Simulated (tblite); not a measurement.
Nudged elastic band of B6SiH12

System: B6SiH12 (nido-B6H10 (SiH3 for H, site a on B)).
Method: GFN2-xTB climbing-image nudged elastic band, gas phase (tblite 0.8.0).

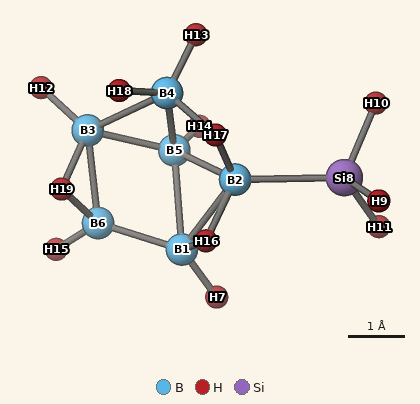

Figure 1. The structure (ball-and-stick view, seen at a tilt; atoms are numbered from 1 in the order of the input).

The input:
```
{"job": {"xc": "GFN2-xTB", "basis": "xTB", "kind": "neb"}, "charge": 0, "multiplicity": 1}
B     -0.588628    -1.267832    -0.633173
B     -0.756611     0.190813     0.348070
B      1.654304     0.143817    -1.281178
B      0.740282     1.380385    -0.200558
B      0.898417    -0.420941     0.095550
B      0.705314    -1.237817    -1.608487
H     -1.153686    -2.217449    -0.221251
Si    -1.723976     0.212601     2.058923
H     -3.050382     0.869838     1.955321
H     -1.034469     0.963047     3.124555
H     -2.021964    -1.107999     2.638496
H      2.732344     0.456923    -1.612047
H      1.205997     2.012867     0.679433
H      1.510447    -0.840535     1.009960
H      1.247694    -2.139663    -2.136324
H     -1.446844    -0.234938    -0.677880
H     -0.604946     1.409209    -0.005945
H      0.737671     1.996748    -1.225544
H      0.867928    -0.123553    -2.307007
```

The first line tells a small driver script what to run in tblite; the rest is the geometry in Å.

Launch command:
```bash
OMP_NUM_THREADS=1 python <driver script> task.json out
```

Output:
```
image   E - E0 / eV
  0       0.0000
  1       0.1923
  2       0.0215
  3       0.0014
  4       0.0144
  5      -0.0019
  6      -0.0137
```

Summary:

| quantity | value |
| --- | --- |
| outcome | converged |
| forward barrier | 0.192 eV |
| hardware | 1 CPU thread, shared host |
| wall time | 6.2 s |
| peak memory | 0.18 GiB |
